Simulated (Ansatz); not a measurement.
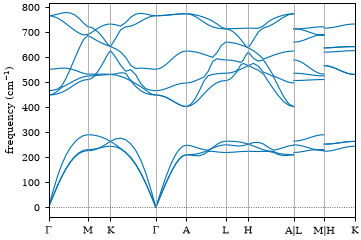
Figure: Phonon dispersion of ZrB$_{2}$ in space group P6/mmm (No. 191; Zr on 1a, B on 2d), PBE (plane waves, PAW; program Ansatz); imaginary frequencies are drawn negative

Q: Is this phase dynamically stable?

A: Yes, on this path no branch is imaginary.

Q: How high does the spectrum reach?

A: About 780 cm⁻¹ (23.3 THz).

Symmetry was held in the PBE relaxation. The run is not spin-polarised. As this level gives no gap, phonon frequencies hold no LO–TO term and depend on the k-mesh and smearing (Fermi–Dirac, 0.1 eV here).

Potentials: the later of the program's two PAW sets.
